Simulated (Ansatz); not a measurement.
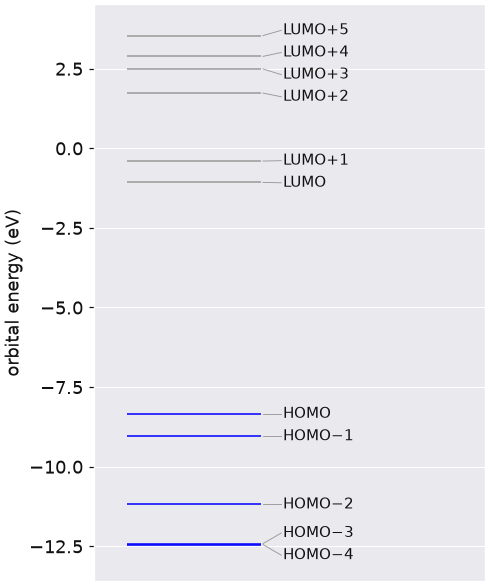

Kohn-Sham orbital energies near the frontier, BHLYP/def2-TZVPP with the Ansatz code 0.2.0, at a PBE0-D4/def2-TZVP geometry (a minimum by its frequencies), isolated molecule; empty levels in grey, levels within 0.03 eV side by side.

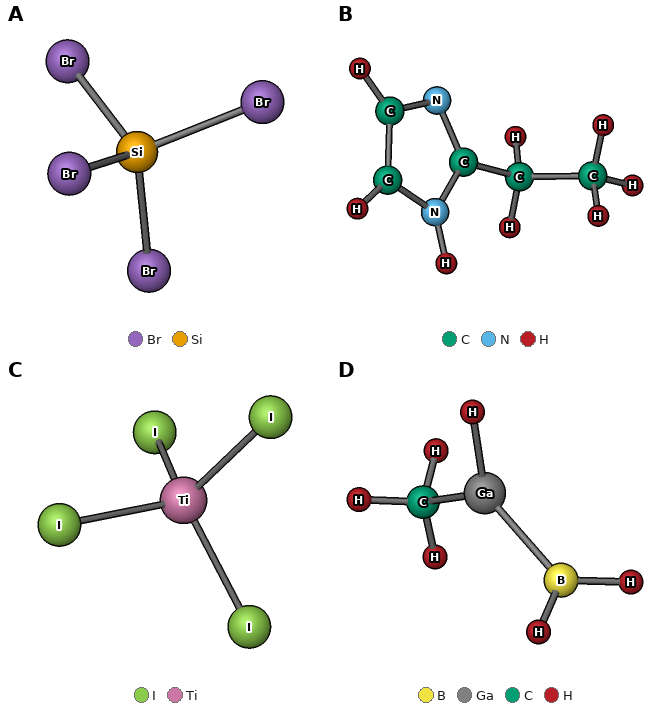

### Which molecule has this level scheme? The candidates are drawn in the second picture.

Structure D, CH₆BGa, SMILES [BH2][GaH][CH3], singlet. HOMO −8.34 eV, LUMO −1.07 eV, separation 7.27 eV.

Known limits of this run: no scalar relativity up to krypton; empty levels above zero depend strongly on the basis.
